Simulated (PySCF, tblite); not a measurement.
# 3,3,3-trifluoroprop-1-yne (C₃HF₃): dynamics, then NMR shifts on frames, part 2 of 2

tblite 0.8.0 and PySCF 2.14.0. Atoms count from 0. The steps go on from the part before.

## Step 4: NMR shieldings: 425 fs, PBE0/pcSseg-1

What the job is given:

```
{"job": {"kind": "nmr", "xc": "PBE0", "basis": "pcSseg-1", "pop": false}, "charge": 0, "multiplicity": 1}
C      0.960800    -0.717100     0.500200
C     -0.215000    -0.654400     0.256100
C     -1.628300    -0.346200    -0.069400
F     -2.494800    -1.344800    -0.045100
F     -2.075200     0.518200     0.935600
F     -1.760200     0.195000    -1.305700
H      2.001800    -0.887100     0.758600
```

With the program's defaults for keys left out, this is: GIAO PBE0/pcSseg-1 NMR shielding, non-relativistic, gas phase.

Output:

```text
coarse grid: 7136 points
cycle   1  E = -413.7005675222  dE =  9.305e-01  |g| = 9.341e-01  |ddm| = 2.606e+00
cycle   2  E = -413.5114705579  dE =  1.891e-01  |g| = 1.469e+00  |ddm| = 1.321e+00
cycle   3  E = -413.8476335914  dE = -3.362e-01  |g| = 1.729e-01  |ddm| = 8.162e-01
cycle   4  E = -413.8527739873  dE = -5.140e-03  |g| = 9.654e-02  |ddm| = 1.669e-01
cycle   5  E = -413.8549638511  dE = -2.190e-03  |g| = 2.152e-02  |ddm| = 6.333e-02
cycle   6  E = -413.8550556391  dE = -9.179e-05  |g| = 3.880e-03  |ddm| = 1.865e-02
cycle   7  E = -413.8550578076  dE = -2.169e-06  |g| = 1.646e-03  |ddm| = 3.441e-03
final grid: 73808 points
cycle   8  E = -413.9115965700  dE = -3.151e-05  |g| = 5.976e-03  |ddm| = 2.969e-02
cycle   9  E = -413.9115904764  dE =  6.094e-06  |g| = 9.003e-03  |ddm| = 9.537e-03
cycle  10  E = -413.9116029154  dE = -1.244e-05  |g| = 6.552e-04  |ddm| = 5.153e-03
cycle  11  E = -413.9116029478  dE = -3.241e-08  |g| = 5.209e-04  |ddm| = 7.068e-04
cycle  12  E = -413.9116030097  dE = -6.194e-08  |g| = 1.478e-04  |ddm| = 3.747e-04
cycle  13  E = -413.9116030146  dE = -4.893e-09  |g| = 4.026e-05  |ddm| = 1.173e-04
cycle  14  E = -413.9116030149  dE = -2.235e-10  |g| = 8.359e-06  |ddm| = 2.638e-05
converged SCF energy = -413.9116030149

GIAO shielding tensors (ppm)
atom      isotropic    diamagn.    paramagn.     s11        s22        s33       span
  0 C      100.878     256.812    -155.934     27.418     36.201    239.017    211.599
  1 C      110.178     262.634    -152.456     12.828     18.882    298.824    285.996
  2 C       58.354     239.465    -181.110     48.127     59.895     67.041     18.914
  3 F      241.237     468.712    -227.476    162.813    235.783    325.114    162.301
  4 F      193.145     473.907    -280.762     77.854    150.678    350.903    273.049
  5 F      219.174     473.571    -254.397    125.371    195.587    336.563    211.192
  6 H       28.275      30.307      -2.032     23.808     23.838     37.179     13.371
```

Wall time 7.1 s (1 thread of Intel Xeon Platinum 8259CL at 2.50GHz, shared host); peak memory 0.49 GiB.

Key values: δ C2 128.6, C0 86.0, C1 76.7, F4 -22.2, H6 3.44 ppm.

## Step 5: NMR shieldings: 625 fs, PBE0/pcSseg-1

What the job is given:

```
{"job": {"kind": "nmr", "xc": "PBE0", "basis": "pcSseg-1", "pop": false}, "charge": 0, "multiplicity": 1}
C      0.589400    -0.173600     0.494500
C     -0.554300    -0.186800     0.154500
C     -1.954400    -0.007100    -0.357700
F     -2.601100    -1.171200    -0.344500
F     -2.660400     0.790000     0.381000
F     -1.981500     0.436400    -1.601100
H      1.584600    -0.289300     0.769700
```

Level: GIAO PBE0/pcSseg-1 NMR shielding, non-relativistic, gas phase.

Output:

```text
coarse grid: 7136 points
cycle   1  E = -413.7185729512  dE =  1.120e+00  |g| = 9.103e-01  |ddm| = 2.610e+00
cycle   2  E = -413.5802758347  dE =  1.383e-01  |g| = 1.330e+00  |ddm| = 1.188e+00
cycle   3  E = -413.8527118508  dE = -2.724e-01  |g| = 1.781e-01  |ddm| = 7.242e-01
cycle   4  E = -413.8591765518  dE = -6.465e-03  |g| = 7.763e-02  |ddm| = 1.605e-01
cycle   5  E = -413.8605821479  dE = -1.406e-03  |g| = 1.666e-02  |ddm| = 5.116e-02
cycle   6  E = -413.8606385822  dE = -5.643e-05  |g| = 2.455e-03  |ddm| = 1.678e-02
cycle   7  E = -413.8606396919  dE = -1.110e-06  |g| = 8.784e-04  |ddm| = 1.949e-03
final grid: 73808 points
cycle   8  E = -413.9147193518  dE = -2.793e-05  |g| = 4.183e-03  |ddm| = 2.897e-02
cycle   9  E = -413.9147180105  dE =  1.341e-06  |g| = 5.464e-03  |ddm| = 7.753e-03
cycle  10  E = -413.9147227001  dE = -4.690e-06  |g| = 5.627e-04  |ddm| = 3.658e-03
cycle  11  E = -413.9147227448  dE = -4.468e-08  |g| = 2.641e-04  |ddm| = 5.297e-04
cycle  12  E = -413.9147227567  dE = -1.198e-08  |g| = 1.446e-04  |ddm| = 2.329e-04
cycle  13  E = -413.9147227617  dE = -4.962e-09  |g| = 2.302e-05  |ddm| = 9.630e-05
cycle  14  E = -413.9147227618  dE = -7.549e-11  |g| = 6.483e-06  |ddm| = 1.734e-05
converged SCF energy = -413.9147227618

GIAO shielding tensors (ppm)
atom      isotropic    diamagn.    paramagn.     s11        s22        s33       span
  0 C      106.251     256.424    -150.173     34.509     35.468    248.777    214.268
  1 C      107.709     263.214    -155.505     12.773     13.894    296.460    283.687
  2 C       68.058     239.703    -171.644     59.221     71.564     73.390     14.169
  3 F      243.677     470.570    -226.893    156.747    226.142    348.142    191.395
  4 F      252.983     469.904    -216.921    183.805    243.553    331.590    147.784
  5 F      242.562     472.545    -229.983    166.131    220.450    341.103    174.972
  6 H       30.049      32.625      -2.576     25.162     25.183     39.803     14.641
```

Wall time 6.8 s (1 thread of Intel Xeon Platinum 8259CL at 2.50GHz, shared host); peak memory 0.51 GiB.

Key values: δ C2 118.9, C0 80.7, C1 79.2, F5 -71.6, H6 1.67 ppm.

## Step 6: Nuclear shieldings: 800 fs, PBE0/pcSseg-1

What the job is given:

```
{"job": {"kind": "nmr", "xc": "PBE0", "basis": "pcSseg-1", "pop": false}, "charge": 0, "multiplicity": 1}
C      0.023700    -0.250600     1.364200
C     -0.941600    -0.282400     0.623100
C     -2.105400    -0.056000    -0.205100
F     -2.938000    -1.115500    -0.126900
F     -2.819800     0.985400     0.228100
F     -1.795400     0.289100    -1.454400
H      0.797000    -0.233700     2.057400
```

Method: GIAO PBE0/pcSseg-1 NMR shielding, non-relativistic, gas phase.

Output:

```text
coarse grid: 7136 points
cycle   1  E = -413.7158060671  dE =  1.039e+00  |g| = 9.036e-01  |ddm| = 2.613e+00
cycle   2  E = -413.5658771230  dE =  1.499e-01  |g| = 1.360e+00  |ddm| = 1.249e+00
cycle   3  E = -413.8479318225  dE = -2.821e-01  |g| = 1.814e-01  |ddm| = 7.733e-01
cycle   4  E = -413.8543475130  dE = -6.416e-03  |g| = 8.684e-02  |ddm| = 1.642e-01
cycle   5  E = -413.8561333571  dE = -1.786e-03  |g| = 1.807e-02  |ddm| = 5.742e-02
cycle   6  E = -413.8562007600  dE = -6.740e-05  |g| = 2.198e-03  |ddm| = 1.740e-02
cycle   7  E = -413.8562017355  dE = -9.755e-07  |g| = 7.182e-04  |ddm| = 1.846e-03
final grid: 73808 points
cycle   8  E = -413.9130524594  dE = -3.537e-05  |g| = 5.352e-03  |ddm| = 3.020e-02
cycle   9  E = -413.9130492818  dE =  3.178e-06  |g| = 7.381e-03  |ddm| = 8.942e-03
cycle  10  E = -413.9130577081  dE = -8.426e-06  |g| = 4.384e-04  |ddm| = 4.431e-03
cycle  11  E = -413.9130577427  dE = -3.455e-08  |g| = 1.955e-04  |ddm| = 5.077e-04
cycle  12  E = -413.9130577466  dE = -3.977e-09  |g| = 1.337e-04  |ddm| = 1.877e-04
cycle  13  E = -413.9130577507  dE = -4.059e-09  |g| = 3.047e-05  |ddm| = 9.393e-05
cycle  14  E = -413.9130577509  dE = -1.750e-10  |g| = 9.832e-06  |ddm| = 2.335e-05
converged SCF energy = -413.9130577509

GIAO shielding tensors (ppm)
atom      isotropic    diamagn.    paramagn.     s11        s22        s33       span
  0 C       98.249     254.944    -156.695     27.441     30.229    237.078    209.637
  1 C      109.600     263.060    -153.460     11.448     15.553    301.798    290.350
  2 C       64.864     239.455    -174.591     53.650     67.462     73.480     19.830
  3 F      237.198     469.693    -232.495    141.057    223.481    347.057    206.000
  4 F      222.946     470.329    -247.383    133.752    202.668    332.417    198.665
  5 F      238.688     474.765    -236.076    152.130    226.543    337.392    185.261
  6 H       29.576      32.513      -2.937     24.825     25.024     38.879     14.053
```

Run time: 6.7 s. Hardware: 1 thread of Intel Xeon Platinum 8259CL at 2.50GHz, shared host; peak memory 0.49 GiB.

This run: δ C2 122.1, C0 88.7, C1 77.3, F4 -52.0, H6 2.14 ppm.

## Step 7: Nuclear shieldings: 1000 fs, PBE0/pcSseg-1

What the job is given:

```
{"job": {"kind": "nmr", "xc": "PBE0", "basis": "pcSseg-1", "pop": false}, "charge": 0, "multiplicity": 1}
C     -0.235400    -0.857100     1.735300
C     -1.132800    -0.464000     1.068200
C     -2.137700     0.075800     0.151400
F     -3.162000    -0.784600     0.072000
F     -2.543300     1.302100     0.407200
F     -1.702100     0.163500    -1.113200
H      0.438200    -1.185400     2.437900
```

Method: GIAO PBE0/pcSseg-1 NMR shielding, non-relativistic, gas phase.

Output:

```text
coarse grid: 7136 points
cycle   1  E = -413.7114668148  dE =  1.109e+00  |g| = 9.186e-01  |ddm| = 2.651e+00
cycle   2  E = -413.5587530168  dE =  1.527e-01  |g| = 1.372e+00  |ddm| = 1.280e+00
cycle   3  E = -413.8491973492  dE = -2.904e-01  |g| = 1.759e-01  |ddm| = 7.810e-01
cycle   4  E = -413.8552835744  dE = -6.086e-03  |g| = 8.158e-02  |ddm| = 1.616e-01
cycle   5  E = -413.8568326770  dE = -1.549e-03  |g| = 1.788e-02  |ddm| = 5.443e-02
cycle   6  E = -413.8568985141  dE = -6.584e-05  |g| = 2.394e-03  |ddm| = 1.722e-02
cycle   7  E = -413.8568995649  dE = -1.051e-06  |g| = 8.904e-04  |ddm| = 2.028e-03
final grid: 73808 points
cycle   8  E = -413.9122903501  dE = -3.233e-05  |g| = 4.700e-03  |ddm| = 3.189e-02
cycle   9  E = -413.9122880945  dE =  2.256e-06  |g| = 6.403e-03  |ddm| = 8.192e-03
cycle  10  E = -413.9122944365  dE = -6.342e-06  |g| = 4.737e-04  |ddm| = 3.875e-03
cycle  11  E = -413.9122944633  dE = -2.684e-08  |g| = 2.943e-04  |ddm| = 5.357e-04
cycle  12  E = -413.9122944789  dE = -1.558e-08  |g| = 1.469e-04  |ddm| = 2.486e-04
cycle  13  E = -413.9122944841  dE = -5.157e-09  |g| = 2.252e-05  |ddm| = 1.029e-04
cycle  14  E = -413.9122944841  dE = -7.219e-11  |g| = 8.007e-06  |ddm| = 1.766e-05
converged SCF energy = -413.9122944841

GIAO shielding tensors (ppm)
atom      isotropic    diamagn.    paramagn.     s11        s22        s33       span
  0 C      104.241     253.978    -149.738     32.526     35.829    244.367    211.841
  1 C      110.650     263.944    -153.295     15.911     17.766    298.273    282.362
  2 C       65.944     241.181    -175.237     56.381     68.009     73.443     17.062
  3 F      234.856     469.115    -234.259    140.421    220.605    343.542    203.122
  4 F      245.126     471.221    -226.095    166.272    235.242    333.863    167.590
  5 F      226.663     478.585    -251.923    133.661    202.794    343.532    209.871
  6 H       30.275      32.472      -2.197     25.436     25.520     39.868     14.431
```

Run time: 7.2 s. Hardware: 1 thread of Intel Xeon Platinum 8259CL at 2.50GHz, shared host; peak memory 0.51 GiB.

In short: δ C2 121.0, C0 82.7, C1 76.3, F5 -55.7, H6 1.44 ppm.

## Step 8: Run by run: NMR shifts

Shifts (ppm) of some atoms, chosen among heavy atoms and hydrogens apart, with basis size and wall time:

| frame | C2 | C0 | H6 | F5 | F3 | F4 | functions | time |
| --- | --- | --- | --- | --- | --- | --- | --- | --- |
| 250 fs | 118.4 | 83.8 | 2.02 | -73.3 | -73.6 | -76.0 | 107 | 11 s |
| 425 fs | 128.6 | 86.0 | 3.44 | -48.2 | -70.3 | -22.2 | 107 | 7.1 s |
| 625 fs | 118.9 | 80.7 | 1.67 | -71.6 | -72.7 | -82.0 | 107 | 6.8 s |
| 800 fs | 122.1 | 88.7 | 2.14 | -67.7 | -66.3 | -52.0 | 107 | 6.7 s |
| 1000 fs | 121.0 | 82.7 | 1.44 | -55.7 | -63.9 | -74.2 | 107 | 7.2 s |

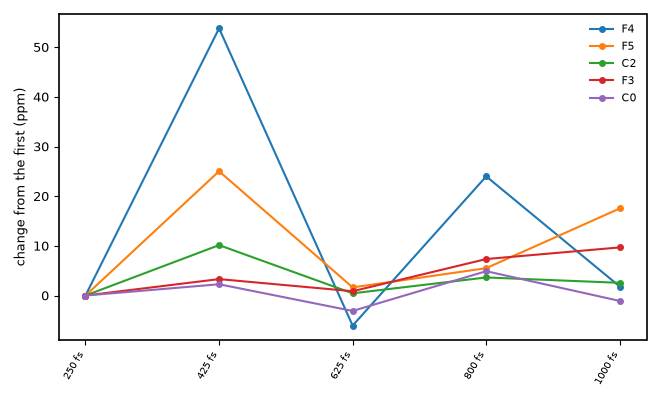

How five of the tabulated atoms move from run to run.

## Step 9: Results

What follows sums up all 2 parts.

| quantity | value |
| --- | --- |
| thermostat | 300 K |
| mean temperature, second half | 278 K |
| mean potential energy above the minimum | 0.17 eV |
| 13C shifts against TMS (PBE0/pcSseg-1, 250 fs) | 118.4, 83.8, 80.1 ppm |
| 1H shifts against TMS (PBE0/pcSseg-1, 250 fs) | 2.02 ppm |
| 19F shifts against CFCl3 (PBE0/pcSseg-1, 250 fs) | -73.3, -73.6, -76.0 ppm |
| surface potential, 1st and 99th percentile | -0.45 V and 2.01 V |
| range of the shift of F4 | -82.0 to -22.2 ppm |

What this shows: In the second half the potential energy averages 0.17 eV above the minimum; equipartition over 15 harmonic modes at 300 K would give 0.19 eV. With 7 atoms the temperature swings widely (132 to 527 K). Shifts at one fixed geometry are not the observed spectrum, which averages over the motion. In the first frame run (250 fs): The widest tensor belongs to C1: span 290 ppm, with a paramagnetic part of -157 ppm. At PBE0/pcSseg-1, counted by nearest atom on the grid, the HOMO lies on C0, C1 about 45 % each, the LUMO on C0, C1 about 34 % each; H6 14 %. In ppm, F4 moves most: its shift spreads over 59.8 ppm, from -82.0 (625 fs) to -22.2 (425 fs).
